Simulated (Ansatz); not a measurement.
# (AlN)1(GaN)3 [0001] superlattice, started as wurtzite: phonons and vibrational spectra

The cell of (AlN)1(GaN)3 [0001] superlattice, started as wurtzite is at rest. What are its phonons?

Program: Ansatz 0.2.0. Level of theory: DFT PBEsol, scalar-relativistic, plane waves, PAW. Results are calculated unless marked as measured.

The structure was built from a prototype and need not be the compound's stable phase.

**1. The structure**

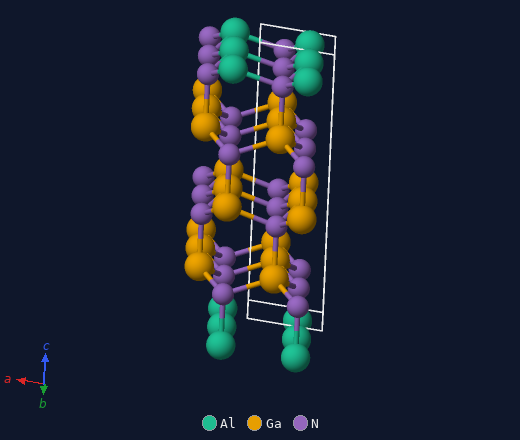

The starting structure, seen from a free direction (aluminium teal, gallium orange, nitrogen purple). 2×3×1 cells are drawn. Some periodic images of atoms are drawn too.

Structure file:

```xyz
8
Lattice="3.1647 0.0000 0.0000 -1.5823 2.7407 0.0000 0.0000 0.0000 10.2828" Properties=species:S:1:pos:R:3 pbc="T T T"
Al    0.0000    1.8271   -0.0125
Ga    1.5823    0.9136    2.5378
Ga    0.0000    1.8271    5.1353
Ga    1.5823    0.9136    7.7373
N     0.0000    1.8271    1.8838
N     1.5823    0.9136    4.4920
N     0.0000    1.8271    7.0901
N     1.5823    0.9136    9.6968
```

**2. Modes at Γ**

The cell comes from relaxations at this level that are not shown. The zone centre is the only wavevector solved here; it holds the modes that light can see, as far as symmetry allows. The response to a homogeneous field gives the Born charges and the dielectric tensor, and its change with displacement the Raman tensors.

input.yaml

```yaml
crystal:
  lattice:
    - [3.164673145, 0.0, 0.0]
    - [-1.5823365725, 2.7406873382, 0.0]
    - [0.0, 0.0, 10.2828110334]
  atoms:
    - { symbol: Al, position: [0.3333333333, 0.6666666667, -0.0012149202] }
    - { symbol: Ga, position: [0.6666666667, 0.3333333333, 0.2468011617] }
    - { symbol: Ga, position: [0.3333333333, 0.6666666667, 0.4994042332] }
    - { symbol: Ga, position: [0.6666666667, 0.3333333333, 0.7524484808] }
    - { symbol: "N", position: [0.3333333333, 0.6666666667, 0.1831949235] }
    - { symbol: "N", position: [0.6666666667, 0.3333333333, 0.4368433811] }
    - { symbol: "N", position: [0.3333333333, 0.6666666667, 0.689514468] }
    - { symbol: "N", position: [0.6666666667, 0.3333333333, 0.9430082716] }
kpoints:
  mp_grid: { grid: [9, 9, 4] }
hamiltonian:
  xc: pbesol
scf:
  occupations: { method: fixed }
output:
  eigenvalues: true
phonons:
  method: dfpt
  dielectric: true
  rigid_motions: translations
  raman: true
```

Started as:

```console
$ ansatz run input.yaml --threads 8 --pin off --max-ram 14336MiB --backend cpu --events-out ev --progress --plain --runs-dir out
```

Numbers of over 12 decimals in the logs are rounded to 6 here.

Output:

```text
Engine: ansatz 0.2.0, x86_64-unknown-linux-gnu
Pseudopotentials: kind: paw
Pseudopotential: Al, paw, valence charge 3, recommended cutoff 420 eV (normal), Al.paw.azcp
Pseudopotential: Ga, paw, valence charge 13, recommended cutoff 420 eV (normal), Ga.paw.azcp
Pseudopotential: N, paw, valence charge 5, recommended cutoff 420 eV (normal), N.paw.azcp
Functional definition: PBEsol
  exchange = pbesol_x
  correlation = pbesol_c
Crystal: 8 atoms, lattice volume = 89.187 Å³
Basis set: ecut = 420 eV, 1727 PW (Γ), exchange–correlation on 48×48×144 points (8 copies of the dense FFT grid, shifted against one another)
Bands: 39, of which v1, the nominal top of the filled ones, is band 31 counted from 1 (30 counted from 0)
Symmetry: 6 space group operations
k-points: 95 of 324 (irreducible under 2 space group operations, time reversal used)
Non-local potential: Al, projectors of the file, l = 0: 2, l = 1: 2, l = 2: 1
Non-local potential: Ga, projectors of the file, l = 0: 2, l = 1: 2, l = 2: 3, l = 3: 1
Non-local potential: N, projectors of the file, l = 0: 2, l = 1: 2, l = 2: 1
PAW form: soft (Blöchl's): semilocal exchange-correlation on the pseudo side does not see the compensation charge
PAW frozen core: Al, regenerated for the run's functional, and the local potential with it (the file was generated under x = pbe(κ = 0.804, μ = 0.219515), c = pbe(β = 0.066725))
PAW frozen core: Ga, regenerated for the run's functional, and the local potential with it (the file was generated under x = pbe(κ = 0.804, μ = 0.219515), c = pbe(β = 0.066725))
PAW frozen core: N, regenerated for the run's functional, and the local potential with it (the file was generated under x = pbe(κ = 0.804, μ = 0.219515), c = pbe(β = 0.066725))
PAW one-centre angular grid: Al, 110 points (default); XC on 64 Gauss nodes
PAW one-centre angular grid: Ga, 590 points (default); XC on 64 Gauss nodes
PAW one-centre angular grid: N, 110 points (default); XC on 64 Gauss nodes
Initial density: superposition of atomic densities (neutral atoms: chi_scale 0, normalization atom), corrected by the library's trained network
Initial wavefunctions: pseudopotential atomic-orbital guess
Functional: x = pbesol(κ = 0.804, μ = 0.123457), c = pbesol(β = 0.046)
SCF iter   1: F=—  HF=-13274.498017 eV  |F-HF|=—  |Δ(HF+E_count)|=         —  Δρ=1.21e-2  dr2=1.35e-1  ethr=1.77e-3  ⟨swp⟩=4.7  Hψ=12422  notcnv=0  defer=537
preconditioner: auto → Resta (q_TF=auto, 2.568 Å⁻¹)  ε∞=4.7  [insulator: Δε(μ)=2.211 eV  Ē_g=16.125 eV  n_scr=26 (ndim 8)  ℏωp=31.0 eV  f_vac=0.001  ε∞_Penn≈4.7]
SCF iter   2: F=—  HF=-13274.460034 eV  |F-HF|=—  |Δ(HF+E_count)|=   3.80e-2  Δρ=1.91e-3  dr2=4.04e-3  ethr=2.17e-4  ⟨swp⟩=2.0  Hψ=5396  notcnv=0  defer=570
SCF iter   3: F=—  HF=-13274.459374 eV  |F-HF|=—  |Δ(HF+E_count)|=   6.61e-4  Δρ=9.55e-4  dr2=9.65e-4  ethr=6.52e-6  ⟨swp⟩=2.2  Hψ=4723  notcnv=0  defer=570
SCF iter   4: F=—  HF=-13274.459236 eV  |F-HF|=—  |Δ(HF+E_count)|=   1.37e-4  Δρ=2.53e-4  dr2=5.75e-5  ethr=1.56e-6  ⟨swp⟩=2.8  Hψ=6302  notcnv=0  defer=570
SCF iter   5: F=—  HF=-13274.459195 eV  |F-HF|=—  |Δ(HF+E_count)|=   4.11e-5  Δρ=1.25e-4  dr2=1.22e-5  ethr=9.28e-8  ⟨swp⟩=2.0  Hψ=6326  notcnv=0  defer=442
SCF iter   6: F=—  HF=-13274.459196 eV  |F-HF|=—  |Δ(HF+E_count)|=   7.25e-7  Δρ=3.78e-5  dr2=1.56e-6  ethr=1.97e-8  ⟨swp⟩=2.0  Hψ=5996  notcnv=0  defer=333
SCF iter   7: F=—  HF=-13274.459197 eV  |F-HF|=—  |Δ(HF+E_count)|=   1.53e-6  Δρ=1.19e-5  dr2=1.25e-7  ethr=2.52e-9  ⟨swp⟩=2.0  Hψ=5185  notcnv=0  defer=307
SCF iter   8: F=—  HF=-13274.459197 eV  |F-HF|=—  |Δ(HF+E_count)|=   1.31e-8  Δρ=3.15e-6  dr2=1.08e-8  ethr=2.01e-10  ⟨swp⟩=2.0  Hψ=4930  notcnv=0  defer=307
SCF iter   9: F=—  HF=-13274.459197 eV  |F-HF|=—  |Δ(HF+E_count)|=   3.87e-9  Δρ=1.52e-6  dr2=2.07e-9  ethr=1.75e-11  ⟨swp⟩=2.0  Hψ=4580  notcnv=0  defer=307
SCF iter  10: F=—  HF=-13274.459197 eV  |F-HF|=—  |Δ(HF+E_count)|=  1.98e-10  Δρ=6.13e-7  dr2=3.58e-10  ethr=3.34e-12  ⟨swp⟩=2.0  Hψ=6315  notcnv=0  defer=307
SCF iter  11: F=-13274.459197 eV  HF=-13274.459197 eV  |F-HF|=9.09e-12  |Δ(HF+E_count)|=  4.73e-11  Δρ=1.39e-7  dr2=1.88e-11  ethr=1.00e-12  ⟨swp⟩=12.7  Hψ=21546  notcnv=0
SCF 1 converged in 11 iterations: F = -13274.459197 eV  dr2 = 1.88e-11
  greatest PAW one-centre occupation: 0.995 electrons in one spin orbital (limit 2), on the Ga atom at site 1 (counted from 0), in its partial waves of l = 2
NSCF: frozen V_eff on 4 k-points
DFPT response loops at Γ: preconditioner auto → Resta (q_TF=auto, 2.568 Å⁻¹)  ε∞=5.1 (no band partly filled); β = 1.00, the filter's whole step (`scf.mixing.beta` (0.50) is not read by the response loops at its default; to damp them type it under 1.00, their step now; it binds the ground state too); Broyden in place of MSR1
── the response to a field inside a basis, on 10×10×4 k-points: an SCF that follows is theirs, and a resumed run solves both again ──
Bands: 32, of which v1, the nominal top of the filled ones, is band 31 counted from 1 (30 counted from 0)
k-points: 110
Initial density: handed on by an earlier stage of this run
Initial wavefunctions: pseudopotential atomic-orbital guess (no wavefunctions were taken with the density)
Eigensolver: Dense (110 Hₖ)
SCF iter   1: F=—  HF=-13274.337094 eV  |F-HF|=—  |Δ(HF+E_count)|=         —  Δρ=5.22e-4  dr2=8.73e-5  ethr=1.00e-1
preconditioner: auto → Resta (q_TF=auto, 2.568 Å⁻¹)  ε∞=5.9  [insulator: Δε(μ)=2.368 eV  Ē_g=14.023 eV  n_scr=26 (ndim 8)  ℏωp=31.0 eV  f_vac=0.000  ε∞_Penn≈5.9]
SCF iter   2: F=—  HF=-13274.337107 eV  |F-HF|=—  |Δ(HF+E_count)|=   1.25e-5  Δρ=2.80e-4  dr2=2.74e-5  ethr=1.41e-7
SCF iter   3: F=—  HF=-13274.337109 eV  |F-HF|=—  |Δ(HF+E_count)|=   1.74e-6  Δρ=4.24e-5  dr2=8.59e-7  ethr=4.42e-8
SCF iter   4: F=—  HF=-13274.337108 eV  |F-HF|=—  |Δ(HF+E_count)|=   4.47e-7  Δρ=1.40e-5  dr2=8.50e-8  ethr=1.39e-9
SCF iter   5: F=—  HF=-13274.337108 eV  |F-HF|=—  |Δ(HF+E_count)|=   1.21e-7  Δρ=6.04e-6  dr2=3.54e-8  ethr=1.37e-10
SCF iter   6: F=—  HF=-13274.337108 eV  |F-HF|=—  |Δ(HF+E_count)|=   5.35e-9  Δρ=1.82e-6  dr2=2.55e-9  ethr=5.70e-11
SCF iter   7: F=—  HF=-13274.337108 eV  |F-HF|=—  |Δ(HF+E_count)|=   1.45e-9  Δρ=5.29e-7  dr2=2.68e-10  ethr=4.12e-12
SCF iter   8: F=—  HF=-13274.337108 eV  |F-HF|=—  |Δ(HF+E_count)|=  1.07e-10  Δρ=3.56e-7  dr2=1.10e-10  ethr=1.00e-12
SCF iter   9: F=-13274.337108 eV  HF=-13274.337108 eV  |F-HF|=5.46e-12  |Δ(HF+E_count)|=  2.00e-11  Δρ=4.64e-8  dr2=1.89e-12  ethr=1.00e-12
SCF 1 converged in 9 iterations: F = -13274.337108 eV  dr2 = 1.89e-12
[...]
k-point 2: bands = [... 27 lower, 8.7816, 8.7816, 9.0314, 9.0314, 12.3165, 12.6432, 13.6393, 14.3242, ... 4 higher]
  k-point 94: bands = [... 27 lower, 6.8975, 6.9789, 7.8211, 7.9348, 14.7280, 14.9959, 15.0508, 15.3915, ... 4 higher]
--- Phonons (Γ-DFPT): 16 representative perturbations + reference, on 95 of 324 k-points (Σ response iterations 60) ---
  k mesh reduced under 2 symmetry operations, with k and −k counted as one. Each operation leaves every solved perturbation unchanged. A smaller set is not considered because the run solves the response to a homogeneous field
  ASR residual: 8.521e-4 → 0.000e0 eV/Å²; symmetrization residual: 2.338e-4 eV/Å²
  ASR residual per site (eV/Å²): 8.52e-4 2.83e-5 1.85e-5 4.11e-5 1.44e-4 1.40e-4 1.28e-4 1.14e-4
  Γ frequencies (cm⁻¹): 0.00 0.00 0.00 106.44 106.44 117.49 117.49 173.14 173.14 231.45 264.70 393.60 547.69 551.66 551.66 556.68 556.68 562.52 562.52 621.52 621.52 683.22 706.29 756.01
  ε∞ (high-frequency dielectric tensor):
        5.459127     0.000000    -0.000000
        0.000000     5.459127    -0.000000
       -0.000000    -0.000000     5.621731
  ε⁰ (static dielectric tensor: ions relaxed, cell fixed):
        9.578400    -0.000000    -0.000000
       -0.000000     9.578400    -0.000000
       -0.000000    -0.000000    10.720282
  ε⁰ − ε∞ (ionic part):
        4.119273    -0.000000    -0.000000
       -0.000000     4.119273    -0.000000
       -0.000000    -0.000000     5.098550
  softest optical mode at Γ: 106.44 cm⁻¹; the repairs (sum rule, projections) moved no ω² at Γ by more than (10.84 cm⁻¹)²
  Born effective charges Z* (e; rows j = field, columns β = displacement):
    site 0:
         2.51036    0.00000   -0.00000
         0.00000    2.51036   -0.00000
        -0.00000   -0.00000    2.98315
    site 1:
         2.60998    0.00000   -0.00000
         0.00000    2.60998   -0.00000
        -0.00000   -0.00000    2.82016
    site 2:
         2.60279   -0.00000   -0.00000
         0.00000    2.60279   -0.00000
        -0.00000   -0.00000    2.59930
    site 3:
         2.61310    0.00000   -0.00000
         0.00000    2.61310   -0.00000
        -0.00000   -0.00000    2.51352
    site 4:
        -2.65813   -0.00000    0.00000
        -0.00000   -2.65813    0.00000
         0.00000    0.00000   -2.81281
    site 5:
        -2.59412    0.00000    0.00000
        -0.00000   -2.59412    0.00000
         0.00000    0.00000   -2.61160
    site 6:
        -2.60148   -0.00000    0.00000
         0.00000   -2.60148    0.00000
         0.00000    0.00000   -2.62900
    site 7:
        -2.48250   -0.00000    0.00000
        -0.00000   -2.48250   -0.00000
         0.00000    0.00000   -2.86272
  Z* charge neutrality: 1.568e-2 e pre-enforcement
  solved inside a basis spanned on kpoints, on 10×10×4 k-points transformed towards the longest dipole: ε∞ is read to err by 2.6e-2, Z* by 1.9e-2 e (field_mesh: kpoints solves on kpoints); Z* is corrected for what the basis lacks
  Raman tensors (in the event stream and the table raman_tensors.tsv): an entry may err by 5.8e-1 Å², one of the second-order susceptibility by 2.2e-1 pm/V (basis, points and sum rule); their sum over the sites missed zero by 2.579e-3 Å² ahead of its enforcement
  optical modes at Γ without the LO–TO term, one row a degenerate level:
      ω (cm⁻¹)  modes    IR ((D/Å)²/amu)  static Raman (Å⁴/amu)  depolarisation
        106.44      2             0.0000                 0.2019           0.750
        117.49      2             0.0009                 0.2555           0.750
        173.14      2             0.0351                 2.2984           0.750
        231.45      1             0.0656                 2.1425           0.074
        264.70      1             0.0423                 0.2558           0.709
        393.60      1             1.9499                 5.3747           0.726
        547.69      1            57.3839                48.2850           0.747
        551.66      2            42.2787                27.7738           0.750
        556.68      2            35.8686                 5.6137           0.750
        562.52      2             0.3640                43.6584           0.750
        621.52      2            33.7787                17.9472           0.750
        683.22      1             0.0161                 3.5871           0.054
        706.29      1             0.0028                10.9932           0.128
        756.01      1             4.2545                 3.6409           0.010
  optical modes at Γ + LO–TO along q̂ = [1.0000, 0.0000, 0.0000]:
      ω (cm⁻¹)  modes    IR ((D/Å)²/amu)  static Raman (Å⁴/amu)  depolarisation
        106.44      1             0.0000                 0.1009           0.750
        106.45      1             0.0000                 0.1013           0.750
        117.49      1             0.0005                 0.1278           0.750
        117.49      1             0.0001                 0.1293           0.750
        173.14      1             0.0175                 1.1492           0.750
        173.26      1             0.0052                 1.1840           0.750
        231.45      1             0.0656                 2.1425           0.074
        264.70      1             0.0423                 0.2558           0.709
        393.60      1             1.9499                 5.3747           0.726
        547.69      1            57.3839                48.2850           0.747
        551.66      1            21.1394                13.8869           0.750
        554.30      1             0.0103                 2.5340           0.750
        556.68      1            17.9343                 2.8069           0.750
        562.48      1             0.0006                23.4578           0.750
        562.52      1             0.1820                21.8292           0.750
        597.06      1             1.4821                12.0417           0.750
        621.52      1            16.8894                 8.9736           0.750
        683.22      1             0.0161                 3.5871           0.054
        706.29      1             0.0028                10.9932           0.128
        756.01      1             4.2545                 3.6409           0.010
        763.42      1            54.6647                16.2037           0.750
  optical modes at Γ + LO–TO along q̂ = [0.0000, 1.0000, 0.0000]:
      ω (cm⁻¹)  modes    IR ((D/Å)²/amu)  static Raman (Å⁴/amu)  depolarisation
        106.44      1             0.0000                 0.1009           0.750
        106.45      1             0.0000                 0.1013           0.750
        117.49      1             0.0005                 0.1278           0.750
        117.49      1             0.0001                 0.1293           0.750
        173.14      1             0.0175                 1.1492           0.750
[...]
optical modes at Γ + LO–TO along q̂ = [0.0000, 0.0000, 1.0000]:
      ω (cm⁻¹)  modes    IR ((D/Å)²/amu)  static Raman (Å⁴/amu)  depolarisation
[...]
173.14      2             0.0351                 2.2984           0.750
        231.73      1             0.0146                 2.0127           0.050
        264.86      1             0.0089                 0.1715           0.697
        397.41      1             0.2530                 2.5168           0.700
        551.66      2            42.2787                27.7738           0.750
        556.68      2            35.8686                 5.6137           0.750
        562.52      2             0.3640                43.6584           0.750
        621.52      2            33.7787                17.9472           0.750
        683.06      1             0.1557                 4.2419           0.182
        705.69      1             8.9921                17.2247           0.167
        707.31      1            15.1104                34.2378           0.748
        800.07      1            39.1802                28.9990           0.714
[key lines of the parts left out:]
SCF converged after 11 iterations
Free energy (F): -13274.459197 eV
Fermi energy:    9.080790 eV
```

The job ended after 6.2 min (8 threads of Intel Xeon Platinum 8259CL at 2.50GHz (Skylake/Cascade Lake), shared host; peak memory 4 GiB).

Reading the cycles: dr2 is the Hartree energy of the density residual (eV), the measure of convergence; HF is the Harris–Foulkes estimate of the energy, which meets the free energy F at convergence.

Numbers from this step:

```yaml
gap_on_the_k_mesh: 2.283 eV
volume_per_atom: 11.15 Å³
sum_rule_residual_before_enforcement: 8.52e-4 eV/Å²
miss_of_the_charge_sum_rule: 0.01568 e
estimated_error_of_the_dielectric_tensor: 0.02621
estimated_error_of_the_born_charges: 0.01875 e
point_group: 3m
highest_optical_mode_at_the_zone_centre_no_lo_to_term: 756.0 cm⁻¹
lowest_optical_zone_centre_mode: 106.4 cm⁻¹
mean_high_frequency_dielectric_constant: 5.513
largest_born_charge_third_of_the_trace: -2.710 e
mean_static_dielectric_constant: 9.959
top_of_the_zone_centre_spectrum_with_the_field: 800.1 cm⁻¹
```

Without the LO-TO term. Patterns of degenerate modes are one choice out of their space. Modes at Γ, with each element's share of the kinetic energy:

| mode | frequency (cm⁻¹) | symmetry | Al % | Ga % | N % |
| --- | --- | --- | --- | --- | --- |
| 1 | 0.0 | acoustic | 9 | 72 | 19 |
| 2 | 0.0 | acoustic | 9 | 72 | 19 |
| 3 | 0.0 | acoustic | 9 | 72 | 19 |
| 4 | 106.4 | E | 0 | 86 | 14 |
| 5 | 106.4 | E | 0 | 86 | 14 |
| 6 | 117.5 | E | 9 | 75 | 16 |
| 7 | 117.5 | E | 9 | 75 | 16 |
| 8 | 173.1 | E | 49 | 25 | 25 |
| 9 | 173.1 | E | 49 | 25 | 25 |
| 10 | 231.4 | A1 | 0 | 90 | 10 |
| 11 | 264.7 | A1 | 14 | 74 | 13 |
| 12 | 393.6 | A1 | 41 | 42 | 17 |
| 13 | 547.7 | A1 | 13 | 10 | 77 |
| 14 | 551.7 | E | 0 | 14 | 86 |
| 15 | 551.7 | E | 0 | 14 | 86 |
| 16 | 556.7 | E | 0 | 15 | 85 |
| 17 | 556.7 | E | 0 | 15 | 85 |
| 18 | 562.5 | E | 0 | 13 | 87 |
| 19 | 562.5 | E | 0 | 13 | 87 |
| 20 | 621.5 | E | 32 | 0 | 68 |
| 21 | 621.5 | E | 32 | 0 | 68 |
| 22 | 683.2 | A1 | 0 | 1 | 99 |
| 23 | 706.3 | A1 | 1 | 9 | 90 |
| 24 | 756.0 | A1 | 22 | 3 | 75 |

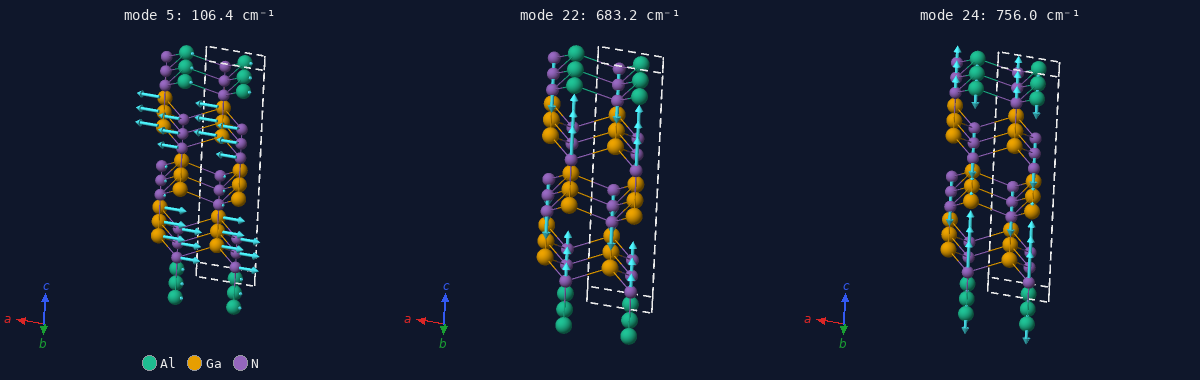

Displacement patterns of modes 5, 22 and 24 at Γ; arrows are exaggerated. 2×3×1 cells are drawn. Some periodic images of atoms are drawn too.

Optical modes at the zone centre, without and with the macroscopic field of the longitudinal modes; each column is sorted by frequency, so a row need not hold one and the same mode. Modes with and without the field, by row:

| rank among optical modes | no field (cm⁻¹) | q along (1, 0, 0) (cm⁻¹) | q along (0, 0, 1) (cm⁻¹) |
| --- | --- | --- | --- |
| 1 | 106.4 | 106.4 | 106.4 |
| 2 | 106.4 | 106.5 | 106.4 |
| 3 | 117.5 | 117.5 | 117.5 |
| 4 | 117.5 | 117.5 | 117.5 |
| 5 | 173.1 | 173.1 | 173.1 |
| 6 | 173.1 | 173.3 | 173.1 |
| 7 | 231.4 | 231.4 | 231.7 |
| 8 | 264.7 | 264.7 | 264.9 |
| 9 | 393.6 | 393.6 | 397.4 |
| 10 | 547.7 | 547.7 | 551.7 |
| 11 | 551.7 | 551.7 | 551.7 |
| 12 | 551.7 | 554.3 | 556.7 |
| 13 | 556.7 | 556.7 | 556.7 |
| 14 | 556.7 | 562.5 | 562.5 |
| 15 | 562.5 | 562.5 | 562.5 |
| 16 | 562.5 | 597.1 | 621.5 |
| 17 | 621.5 | 621.5 | 621.5 |
| 18 | 621.5 | 683.2 | 683.1 |
| 19 | 683.2 | 706.3 | 705.7 |
| 20 | 706.3 | 756 | 707.3 |
| 21 | 756 | 763.4 | 800.1 |

Born charge (rows field, columns displacement) (e), principal values of the symmetric part by kind of site:

| atom | atoms with these values | low | middle | high | mean |
| --- | --- | --- | --- | --- | --- |
| Al1 | 1 | 2.51 | 2.51 | 2.98 | 2.67 |
| Ga2 | 1 | 2.61 | 2.61 | 2.82 | 2.68 |
| Ga3 | 1 | 2.60 | 2.60 | 2.60 | 2.60 |
| Ga4 | 1 | 2.51 | 2.61 | 2.61 | 2.58 |
| N5 | 1 | -2.81 | -2.66 | -2.66 | -2.71 |
| N6 | 2 | -2.61 | -2.59 | -2.59 | -2.60 |
| N8 | 1 | -2.86 | -2.48 | -2.48 | -2.61 |

In full for Ga4:

```
2.61 0.00 0.00
0.00 2.61 0.00
0.00 0.00 2.51
```

High-frequency dielectric tensor:

```
5.46 0.00 0.00
0.00 5.46 0.00
0.00 0.00 5.62
```

Static dielectric tensor (ions relaxed, fixed cell):

```
 9.58  0.00  0.00
 0.00  9.58  0.00
 0.00  0.00 10.72
```

(Continued in part 2 of 2.)

[Logs are printed without paths, hosts, clocks, repeated set-up lines and the standing remarks that a program may print on its own settings, such as how far it seeks lower states.]

[Hosts, paths, dates, database ids (printed as entryN), source tags and the programs' standing remarks are cut or masked in the printed files.]
